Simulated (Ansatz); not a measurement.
Pulling on the N3–H4 bond in H3NSe (SMILES N[SeH]) (multiplicity 1 held, fragments rigid). Energies count from the point at 1.012 Å.
Geometry at that point (charge 0, multiplicity 1):
```xyz
5

Se    -0.043     0.316     0.233
H     -1.267     0.773    -0.478
N      0.367    -1.227    -0.725
H      0.548    -1.011    -1.696
H     -0.386    -1.901    -0.661
```

Restricted levels (R-, RO-) in cc, def2 and unpolarised 6-31G sets keep to the state of the molecule at rest. Active spaces are followed from a long bond inwards. Curves can end on different states.

Correlated levels freeze the cores. Filled d and f shells under p-block atoms count as core.

The values were computed with Ansatz (a first-principles code). Values without a source in brackets are computed.

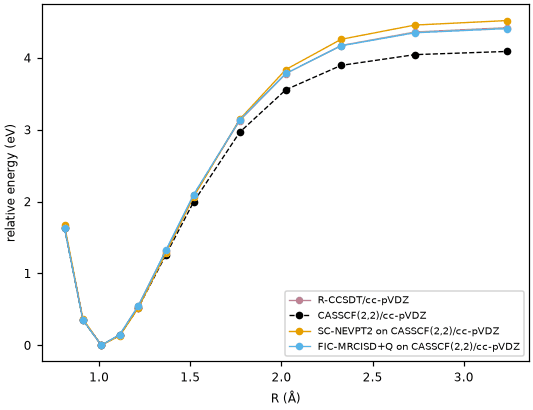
Fig. 1. Relative energy along the coordinate

Doubts at one or more of the structures used: a restricted determinant that unrestricted orbitals would lower (R-CCSDT/cc-pVDZ); other coupled-cluster roots lie near (R-CCSDT/cc-pVDZ); T1 above 0.05 (R-CCSDT/cc-pVDZ).
